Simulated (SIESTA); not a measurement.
Band structure of SnAs (Fm-3m, 2 atoms in the cell).

```yaml
crystal:
  lattice:
    - [0.00000, 2.87687, 2.87687]
    - [2.87687, 0.00000, 2.87687]
    - [2.87687, 2.87687, 0.00000]
  atoms:
    - { symbol: Sn, position: [0.50000, 0.50000, 0.50000] }
    - { symbol: As, position: [0.00000, 0.00000, 0.00000] }
```

Method: GGA PBEsol, numerical atomic orbitals DZP, PseudoDojo PBEsol standard norm-conserving potentials (rewritten from UPF to PSML) run with SIESTA 5.4.2.

Settings: XC.functional = GGA; XC.authors = PBEsol; potentials = PseudoDojo PBEsol standard; PAO.BasisSize = DZP; PAO.EnergyShift = 0.01 Ry; MeshCutoff = 400 Ry; kgrid.MonkhorstPack = 10 10 10; OccupationFunction = MP; OccupationMPOrder = 0; ElectronicTemperature = 200 meV; MaxSCFIterations = 150; SCF.Mixer.Method = Pulay; SCF.Mixer.Weight = 0.1; SCF.Mixer.History = 6.

The starting cell comes from a database of computed structures (which also holds hypothetical and non-ambient phases and stackings), without a prior relaxation at this level. Values carry the incompleteness of an atom-centred basis.

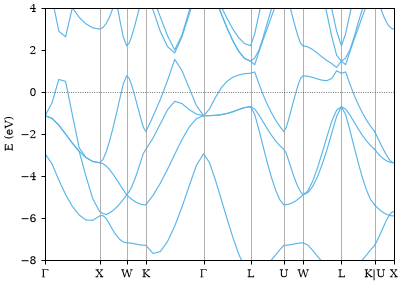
Figure. Bands along the path, energies from the Fermi level.

Levels in eV from the Fermi level, bands 12 to 17:
```tsv
point	12	13	14	15	16	17
Γ	-2.95	-1.14	-1.14	-1.14	5.34	5.34
X	-5.91	-5.69	-3.38	-3.38	2.98	7.53
W	-7.18	-4.90	-4.90	0.76	2.19	6.28
K	-7.30	-5.38	-2.74	-1.89	4.78	5.06
L	-8.59	-0.71	-0.71	0.88	1.46	1.46
U	-7.30	-5.38	-2.74	-1.89	4.78	5.06
```

Bands cross the Fermi level along this path, so the cell is metallic at this level.

Higher empty bands are left out: an atom-centred basis made for the valence describes them poorly.
